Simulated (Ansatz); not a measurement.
The parent structure is CdS in the wurtzite structure (space group P6_3mc, No. 186; a = 4.0741 Å, c = 6.6367 Å). Axes: x lies along a and z along c of the hexagonal cell.

Now apply this change: uniaxial strain ε_xx = +1.80 %, all other strain components held at zero; the atoms relax in the strained cell.

Level of theory: Kohn–Sham DFT with the LDA functional, run in Ansatz (a first-principles code) with PAW and 420 eV plane waves, scalar-relativistic without spin-orbit coupling.

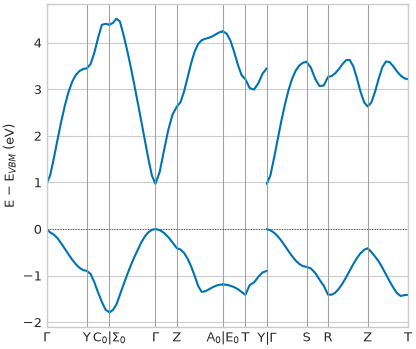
Figure: Highest valence and lowest conduction band along the path of the changed cell's own zone

Task: Read the changed gap and its character from the plot.

Result: About 1.0 eV, direct at Γ.

Stability against distortions was not tested. Labels are those of the standard path for the cell's own space group.
